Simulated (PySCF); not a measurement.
# [NO2]− (nitrite) at B2PLYP/STO-3G

What is the vertical ionisation energy of [NO2]− (nitrite) at B2PLYP/STO-3G? 

The calculation is run with PySCF 2.14.0.

24 further runs of the same task are left out: 10 that didn't finish, 14 set aside as unsound or not needed.

**1. The system as given**

The species is [NO2]− (3 atoms), meant as a singlet with charge -1. SMILES: `O=N[O-]`. The coordinates come from a PBE0-D4/def2-TZVPD relaxation.

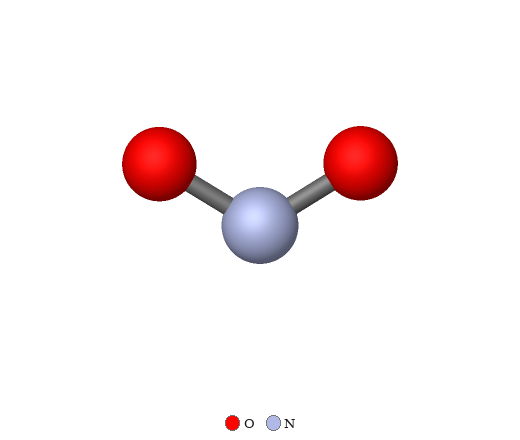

Viewed from a chosen angle; oxygen red, nitrogen light blue.

**2. A single-point energy at B2PLYP/STO-3G**

Input file job.py:

```python
# nitrite
from pyscf import gto, dft, mp

mol = gto.M(
    atom='''
O      0.322840     0.992650     0.287620
N      0.325750    -0.245400     0.151990
O     -0.648590    -0.747260    -0.439610
''',
    max_memory=1860,
    charge=-1,
    verbose=4,
    spin=0,
    basis='sto-3g',
)

calc0 = dft.RKS(mol)
calc0.xc = '0.53*HF + 0.47*B88, 0.73*LYP'
calc0.conv_tol = 1e-10
calc0.grids.level = 5
calc0.kernel()
if not calc0.converged:
    calc0 = calc0.newton().run(calc0.mo_coeff, calc0.mo_occ)

pt = mp.MP2(calc0, frozen=3).run()
e_tot = calc0.e_tot + 0.27 * pt.e_corr
print('PT2 part  %.8f' % (0.27 * pt.e_corr))
print('E = %.10f Eh' % e_tot)
```

Run with:

```console
$ OMP_NUM_THREADS=1 python job.py
```

Log:

```text
PySCF version 2.14.0

[INPUT] num. atoms = 3
[INPUT] num. electrons = 24
[INPUT] charge = -1
[INPUT] spin (= nelec alpha-beta = 2S) = 0
[INPUT] symmetry False subgroup None
[INPUT] Mole.unit = angstrom
[INPUT] Symbol           X                Y                Z      unit          X                Y                Z       unit  Magmom
[INPUT]  1 O      0.322840000000   0.992650000000   0.287620000000 AA    0.610079182055   1.875836637550   0.543523027947 Bohr   0.0
[INPUT]  2 N      0.325750000000  -0.245400000000   0.151990000000 AA    0.615578285077  -0.463738790968   0.287219473673 Bohr   0.0
[INPUT]  3 O     -0.648590000000  -0.747260000000  -0.439610000000 AA   -1.225657467132  -1.412116743842  -0.830742501620 Bohr   0.0

nuclear repulsion = 63.5524637308991
number of shells = 9
number of NR pGTOs = 45
number of NR cGTOs = 15
basis = sto-3g
ecp = {}

******** <class 'pyscf.dft.rks.RKS'> ********
method = RKS
initial guess = minao
damping factor = 0
level_shift factor = 0
DIIS = <class 'pyscf.scf.diis.CDIIS'>
diis_start_cycle = 1
diis_space = 8
diis_damp = 0
SCF conv_tol = 1e-10
SCF conv_tol_grad = None
SCF max_cycles = 50
direct_scf = True
direct_scf_tol = 1e-13
XC library pyscf.dft.libxc version 7.0.0
    S. Lehtola, C. Steigemann, M. J.T. Oliveira, and M. A.L. Marques.,  SoftwareX 7, 1–5 (2018)
XC functionals = 0.53*HF + 0.47*B88, 0.73*LYP
    A. D. Becke.,  Phys. Rev. A 38, 3098 (1988)
    C. Lee, W. Yang, and R. G. Parr.,  Phys. Rev. B 37, 785 (1988)
    B. Miehlich, A. Savin, H. Stoll, and H. Preuss.,  Chem. Phys. Lett. 157, 200 (1989)
radial grids:
    Treutler-Ahlrichs [JCP 102, 346 (1995); DOI:10.1063/1.469408] (M4) radial grids

becke partition: Becke, JCP 88, 2547 (1988); DOI:10.1063/1.454033
pruning grids: <function nwchem_prune>
grids dens level: 5
symmetrized grids: False
atomic radii adjust function: <function treutler_atomic_radii_adjust>
small_rho_cutoff = 0
Set gradient conv threshold to 1e-05
Initial guess from minao.
tot grids = 128072
init E= -202.384005639549
  HOMO = -0.18854678274164  LUMO = -0.00627599032411197  gap/eV = 4.95984
cycle= 1 E= -201.671931130063  delta_E= 0.712  |g|= 0.68  |ddm|= 2.92
  HOMO = 0.254043144379982  LUMO = 0.513856415250208  gap/eV = 7.06988
cycle= 2 E= -201.705498342254  delta_E= -0.0336  |g|= 0.603  |ddm|= 1.39
  HOMO = 0.226352527965678  LUMO = 0.542827553934091  gap/eV = 8.61172
cycle= 3 E= -201.809354549047  delta_E= -0.104  |g|= 0.0098  |ddm|= 0.651
  HOMO = 0.222897703953387  LUMO = 0.546672225793699  gap/eV = 8.81035
cycle= 4 E= -201.80941515812  delta_E= -6.06e-05  |g|= 0.00145  |ddm|= 0.0306
  HOMO = 0.222958806408369  LUMO = 0.546189674989969  gap/eV = 8.79556
cycle= 5 E= -201.809416290347  delta_E= -1.13e-06  |g|= 0.000105  |ddm|= 0.00455
  HOMO = 0.222969187376079  LUMO = 0.54620353783576  gap/eV = 8.79565
cycle= 6 E= -201.809416292632  delta_E= -2.28e-09  |g|= 0.000116  |ddm|= 0.000337
  HOMO = 0.22296988908846  LUMO = 0.546204811359205  gap/eV = 8.79567
cycle= 7 E= -201.809416297169  delta_E= -4.54e-09  |g|= 2.11e-05  |ddm|= 0.000169
  HOMO = 0.222969554639505  LUMO = 0.54620474066741  gap/eV = 8.79568
cycle= 8 E= -201.809416297355  delta_E= -1.86e-10  |g|= 1.08e-06  |ddm|= 4.5e-05
  HOMO = 0.222969634984306  LUMO = 0.546204659434575  gap/eV = 8.79567
cycle= 9 E= -201.809416297355  delta_E= -5.68e-13  |g|= 8.46e-08  |ddm|= 2.33e-06
  HOMO = 0.222969622061615  LUMO = 0.546204686527738  gap/eV = 8.79567
Extra cycle  E= -201.809416297355  delta_E= 1.14e-13  |g|= 2.59e-08  |ddm|= 1.99e-07
converged SCF energy = -201.809416297355

******** <class 'pyscf.mp.mp2.RMP2'> ********
nocc = 9, nmo = 12
frozen orbitals 3
E(RMP2) = -202.023846982567  E_corr = -0.214430685212108
E(SCS-RMP2) = -202.024809899173  E_corr = -0.215393601817731
E_corr(same-spin) = -0.0483729466578448
E_corr(oppo-spin) = -0.166057738554263
PT2 part  -0.05789629
E = -201.8673125824 Eh
```

It took 2 s on 1 thread of Arm Neoverse V1, shared host; peak memory 0.18 GiB.

**3. Doublet neutral NO2 at the same level**

Input file calc.py:

```python
from pyscf import gto, dft, mp

system = gto.Mole()
system.atom = '''
O      0.322840     0.992650     0.287620
N      0.325750    -0.245400     0.151990
O     -0.648590    -0.747260    -0.439610
'''
system.verbose = 3
system.spin = 1
system.max_memory = 1860
system.charge = 0
system.basis = 'sto-3g'
system.build()

myscf = dft.UKS(system)
myscf.xc = '0.53*HF + 0.47*B88, 0.73*LYP'
myscf.conv_tol = 1e-10
myscf.grids.level = 5
myscf.kernel()
if not myscf.converged:
    myscf = myscf.newton().run(myscf.mo_coeff, myscf.mo_occ)

pt = mp.MP2(myscf, frozen=3).run()
e_final = myscf.e_tot + 0.27 * pt.e_corr
print('PT2 part  %.8f' % (0.27 * pt.e_corr))
print('E = %.10f Eh' % e_final)
```

Run with:

```console
$ OMP_NUM_THREADS=1 python calc.py
```

Log:

```text
converged SCF energy = -201.928990850295  <S^2> = 0.7605517  2S+1 = 2.010524
E(UMP2) = -202.249709011855  E_corr = -0.320718161559571
E(SCS-UMP2) = -202.232431181807  E_corr = -0.3034403315122
PT2 part  -0.08659390
E = -202.0155847539 Eh
```

It took 3.6 s on 1 thread of Arm Neoverse V1, shared host; peak memory 0.18 GiB.

**4. What came out**

At B2PLYP/STO-3G, 3 core orbitals frozen:

| quantity | value |
| --- | --- |
| singlet [NO2]−: total energy | -201.86731 Eh |
| singlet [NO2]−: HOMO energy (SCF part's orbitals) | 6.07 eV |
| singlet [NO2]−: LUMO energy (SCF part's orbitals) | 14.86 eV |
| singlet [NO2]−: HOMO–LUMO gap (to an unbound level, set by the basis) | 8.80 eV |
| doublet neutral NO2: total energy | -202.01558 Eh |
| doublet neutral NO2: dipole moment (SCF part) | 0.20 D |
| doublet neutral NO2: HOMO energy (SCF part's orbitals) (highest over α and β) | -6.55 eV |
| doublet neutral NO2: LUMO energy (SCF part's orbitals) (lowest over α and β) | 0.48 eV |
| doublet neutral NO2: ⟨S²⟩ | 0.761 |
| vertical detachment energy (to the doublet neutral) | -4.035 eV |

In words: The species is unbound against losing an electron at this level, by 4.03 eV (−389 kJ/mol); missing correlation or diffuse functions can give that sign where the real anion is bound. In a minimal basis such a difference can be off by several eV, whatever the method. The HOMO (singlet [NO2]−) lies at positive energy, 6.07 eV; only total energies tell whether the electron is bound. Mulliken charges (doublet neutral NO2) run from -0.07 on O1 to +0.14 on N2; they depend strongly on the basis.
